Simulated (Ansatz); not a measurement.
BN (zinc blende), conventional cell a = b = c = 3.6247 Å, α = β = γ = 90.00°. The calculation uses the primitive cell of 2 atoms, to which meshes and values per cell refer.

Equation-of-state scan: isotropic scaling of the cell above, V₀ being its volume. Symmetry pins the atoms to their sites.

These are PBE (plane waves to 420 eV, PAW, scalar-relativistic; Ansatz, a first-principles code) values and carry that method's errors. k mesh 16×16×16 (Γ-centred), Fermi-Dirac smearing 0.05 eV. Energies are smeared free energies. BN was relaxed with its symmetry unable to fall. The zero of ΔE is the relaxed starting cell.

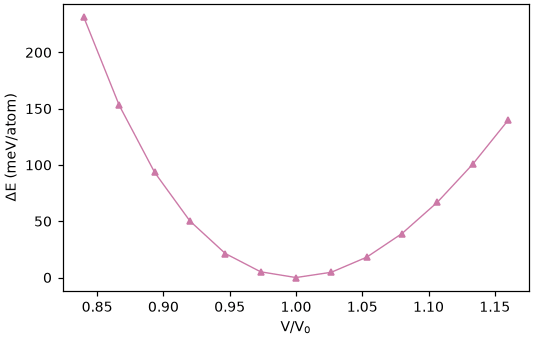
Figure: ΔE (meV/atom) against V/V₀; one marker a computed point.

**Question.** What is ΔE at V/V₀ = 0.840?

**Answer.** About 230 meV/atom.

**Question.** What is ΔE at V/V₀ = 1.160?

**Answer.** About 140 meV/atom.

**Question.** What bulk modulus B₀ follows from a third-order Birch-Murnaghan fit?

**Answer.** About 370 GPa.

(Under strain, the slope of the energy per volume gives the stress and its curvature an elastic modulus.)
